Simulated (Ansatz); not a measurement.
**CdTe under a change: Cd → Hg**

Base system: CdTe in the zinc blende structure (space group F-43m, No. 216; a = 6.6180 Å).

The change: full substitution Cd → Hg; the structure is relaxed again.

The values are results of PBE in Ansatz (plane waves to 420 eV, PAW, scalar-relativistic without spin-orbit coupling), not measurements. Settings: 12×12×12 k-points, 0.05 eV Fermi–Dirac smearing, for the changed cell.

```csv
quantity,base,changed,shift
volume per atom,36.23 Å³,36.77 Å³,+0.54 Å³
density,5.50 g/cm³,7.41 g/cm³,+1.91 g/cm³
lattice parameter a,6.618 Å,6.651 Å,+0.033 Å
space group,F-43m (No. 216),F-43m (No. 216),–
band gap,0.59 eV,zero,–
```

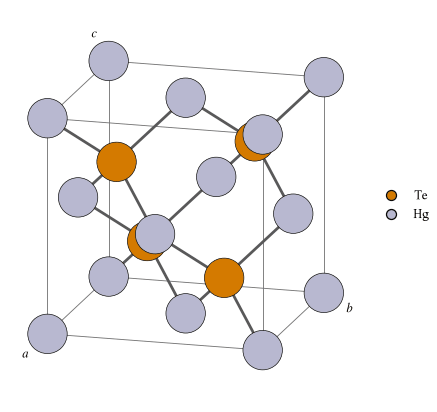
Fig. 1. The relaxed conventional cell after the change

With Hg and Te present, leaving out spin-orbit coupling can change the band edges. Stability against distortions was not tested. All final runs are without spin polarisation. The zero or small gap of HgTe can change with the level of theory.

Ansatz is a program for electronic structure.
